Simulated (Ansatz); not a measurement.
**AlH3 (SMILES [H][Al]([H])[H]): levels of theory compared**

We compute a comparison of 6 runs (HF/3-21G, B2PLYP/3-21G, UPBE/3-21G, UB3LYP/6-31G*, RPA@PBE/3-21G, CCSDT/6-31G*) of AlH3. 

The calculation is run with Ansatz 0.2.0.

61 further runs of the same task are left out: 2 that didn't finish, 59 set aside as unsound or not needed.

**1. The structure to begin with**

AlH3: 4 atoms, total charge 0, spin state singlet. SMILES: `[H][Al]([H])[H]`. The H2–Al1 distance was set to 1.941 Å, away from the relaxed value.

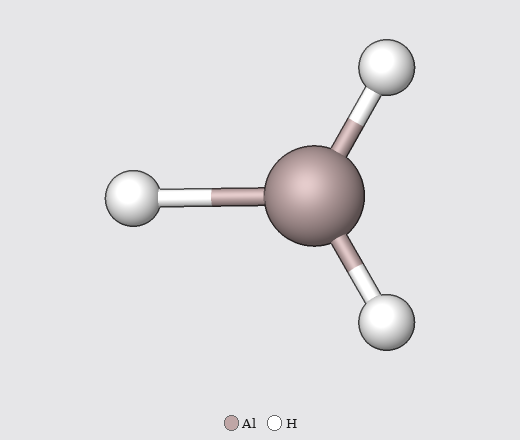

The structure, seen from a chosen angle (aluminium light grey, hydrogen white).

**2. The energy at HF/3-21G (run 1)**

Contents of in.yaml:

```yaml
crystal:
  periodic: [false, false, false]
  atoms:
    - symbol: Al
      position_ang: [-0.388190, 0.007605, -0.003628]
    - symbol: H
      position_ang: [1.552650, -0.030520, 0.014610]
    - symbol: H
      position_ang: [-1.137990, 1.367465, -0.022768]
    - symbol: H
      position_ang: [-1.191010, -1.321675, 0.000832]
basis:
  gaussian: {orbitals: 3-21G.json}
hamiltonian: {xc: hf}
accuracy: high
```

The basis set 3-21G is read from a file made from the Basis Set Exchange's data (not shown).

On the command line:

```sh
$ ansatz run in.yaml --threads 1 --pin off --max-ram 2610MiB --events-out events.jsonl --progress --plain --runs-dir runs
```

Standard output:

```text
Warning: RAYON_NUM_THREADS=1 ignored (pool sized by the plan → 1); use --threads N
Functional definition: HF
  name "HF"
  exchange = exact_x
  correlation = 0
373 factors; integrals over basis functions are off by at most 2.3e-9 eV
mean field evaluation 1: about -6592.0049 eV, gradient 6.6e0 eV
mean field evaluation 2: about -6592.0061 eV, gradient 6.6e0 eV
mean field evaluation 4: about -6592.3070 eV, gradient 2.2e-1 eV
mean field evaluation 8: about -6592.3075 eV, gradient 2.0e-4 eV
mean field -6592.30753167 eV, -242.2628333622 hartree, gradient 3.0e-8 eV, S^2 0.000000; 0 other end points of the search recorded, 0 dependent functions left out
reference -6592.30753167 eV, -242.2628333622 hartree; 8, 8 occupied and 11, 11 virtual orbitals, 373 factors
Total energy: -6592.30753167 eV, -242.2628333622 hartree
```

Wall time 0.08 s (1 thread of Arm Neoverse V2, shared host).

**3. A single-point energy at B2PLYP/3-21G (run 2)**

Contents of job.yaml:

```yaml
basis:
  gaussian:
    orbitals: 3-21G.json
crystal:
  periodic: [false, false, false]
  atoms:
    - {symbol: Al, position_ang: [-0.388190, 0.007605, -0.003628]}
    - {symbol: H, position_ang: [1.552650, -0.030520, 0.014610]}
    - {symbol: H, position_ang: [-1.137990, 1.367465, -0.022768]}
    - {symbol: H, position_ang: [-1.191010, -1.321675, 0.000832]}
accuracy: high
hamiltonian:
  xc: {name: B2PLYP}
correlation:
  frozen_orbitals: {Al: 5, H: 0}
magnetization:
  spin_polarized: false
  initial_magnetization: 0
```

The basis set 3-21G is read from a file made from the Basis Set Exchange's data (not shown).

On the command line:

```sh
$ ansatz run job.yaml --threads 1 --pin off --max-ram 2610MiB --events-out events.jsonl --progress --plain --runs-dir runs
```

Standard output:

```text
Warning: RAYON_NUM_THREADS=1 ignored (pool sized by the plan → 1); use --threads N
Functional definition: B2PLYP
  name "B2PLYP"
  parameter a = 0.53
  parameter c = 0.27
  exchange = (1 - a)*b88_x + a*exact_x
  correlation = (1 - c)*lyp_c + c*(mp2_os + mp2_ss)
373 factors; integrals over basis functions are off by at most 2.3e-9 eV
mean field evaluation 1: about -6603.0238 eV, gradient 6.1e0 eV
mean field evaluation 2: about -6603.0226 eV, gradient 6.1e0 eV
mean field evaluation 4: about -6603.2124 eV, gradient 2.6e-1 eV
mean field evaluation 8: about -6603.2128 eV, gradient 3.7e-4 eV
mean field -6603.21280306 eV, -242.6635946941 hartree, gradient 3.7e-9 eV, S^2 0.000000; 0 other end points of the search recorded, 0 dependent functions left out
5 core orbitals not correlated: weight in the atoms' cores, before any rotation towards them, 1.000 or more for the frozen orbitals, at most 0.000 for the correlated occupied ones
reference -6603.21282513 eV, -242.6635955050 hartree; 3, 3 occupied and 11, 11 virtual orbitals, 373 factors
second order -1.56407721 eV of doubles, -0.00000000 eV of singles
Total energy: -6603.63512597 eV, -242.6791147749 hartree
```

It took 0.81 s on 1 thread of Arm Neoverse V2, shared host.

Run 3 isn't shown in full; the table further down has it.

**4. A single-point energy at UB3LYP/6-31G(d) (spherical functions) (run 4)**

Contents of job.yaml:

```yaml
crystal:
  periodic: [false, false, false]
  atoms:
    - symbol: Al
      position_ang: [-0.388190, 0.007605, -0.003628]
    - symbol: H
      position_ang: [1.552650, -0.030520, 0.014610]
    - symbol: H
      position_ang: [-1.137990, 1.367465, -0.022768]
    - symbol: H
      position_ang: [-1.191010, -1.321675, 0.000832]
basis:
  gaussian:
    orbitals: 6-31G_st_-spherical.json
magnetization:
  spin_polarized: true
hamiltonian:
  xc: {name: B3LYP}
accuracy: high
```

The basis set 6-31G* is read from a file made from the Basis Set Exchange's data (not shown).

On the command line:

```sh
$ ansatz run job.yaml --threads 1 --pin off --max-ram 2610MiB --events-out events.jsonl --progress --plain --runs-dir runs
```

Standard output:

```text
Warning: RAYON_NUM_THREADS=1 ignored (pool sized by the plan → 1); use --threads N
Functional definition: B3LYP
  name "B3LYP"
  parameter a0 = 0.2
  parameter ax = 0.72
  parameter ac = 0.81
  exchange = (1 - a0 - ax)*slater_x + ax*b88_x + a0*exact_x
  correlation = (1 - ac)*vwn_rpa_c + ac*lyp_c
453 factors; integrals over basis functions are off by at most 3.6e-9 eV
mean field evaluation 1: about -6644.1252 eV, gradient 7.2e0 eV
mean field evaluation 2: about -6644.4811 eV, gradient 2.7e0 eV
mean field evaluation 4: about -6644.5506 eV, gradient 5.3e-2 eV
mean field evaluation 8: about -6644.5499 eV, gradient 4.2e-4 eV
mean field -6644.54990913 eV, -244.1827053228 hartree, gradient 2.3e-8 eV, S^2 0.000000; 0 other end points of the search recorded, 0 dependent functions left out
reference -6644.54994467 eV, -244.1827066291 hartree; 8, 8 occupied and 16, 16 virtual orbitals, 453 factors
Total energy: -6644.54994467 eV, -244.1827066291 hartree
```

It took 1.2 s on 1 thread of Arm Neoverse V2, shared host; peak memory 0.11 GiB.

Run 5 isn't shown in full; the table further down has it.

**5. A single-point energy at CCSDT/6-31G(d) (spherical functions) (run 6)**

Contents of input.yaml:

```yaml
basis:
  gaussian: {orbitals: 6-31G_st_-spherical.json}
crystal:
  periodic: [false, false, false]
  atoms:
    - symbol: Al
      position_ang: [-0.388190, 0.007605, -0.003628]
    - symbol: H
      position_ang: [1.552650, -0.030520, 0.014610]
    - symbol: H
      position_ang: [-1.137990, 1.367465, -0.022768]
    - symbol: H
      position_ang: [-1.191010, -1.321675, 0.000832]
correlation: {method: ccsdt, frozen_orbitals: {Al: 5, H: 0}}
accuracy: high
scf: {omitted_lower_state_checks: [cluster_reference, increment]}
```

The basis set 6-31G* is read from a file made from the Basis Set Exchange's data (not shown).

On the command line:

```sh
$ ansatz run input.yaml --threads 1 --pin off --max-ram 2610MiB --events-out events.jsonl --progress --plain --runs-dir runs
```

Standard output:

```text
Warning: RAYON_NUM_THREADS=1 ignored (pool sized by the plan → 1); use --threads N
[... 11 lines left out ...]
5 core orbitals not correlated: weight in the atoms' cores, before any rotation towards them, 1.000 or more for the frozen orbitals, at most 0.000 for the correlated occupied ones
[... 23 lines left out ...]
Total energy: -6630.57437609 eV, -243.6691139566 hartree
Checks for a lower state left out: cluster_reference, increment
```

Run time: 0.3 s. Hardware: 1 thread of Arm Neoverse V2, shared host.

**6. The series**

```csv
run,level,frozen core orbitals,energy (Eh),wall time
1,HF/3-21G,–,-242.262833,0.08 s
2,B2PLYP/3-21G,5,-242.679115,0.81 s
3,UPBE/3-21G,–,-242.663084,0.99 s
4,UB3LYP/6-31G* (spherical functions),–,-244.182707,1.2 s
5,RPA@PBE/3-21G,5,-242.365433,0.81 s
6,CCSDT/6-31G* (spherical functions),5,-243.669114,0.3 s
```

**7. Summary of results**

```
                                          quantity          value
                               run 6: total energy  -243.66911 Eh
run 6: correlation energy (5 core orbitals frozen)      -76.7 mEh
                              run 6: T1 diagnostic          0.015
```

Totals of different functionals can't be ranked against each other. All runs together took 4.2 s, the longest 1.2 s.
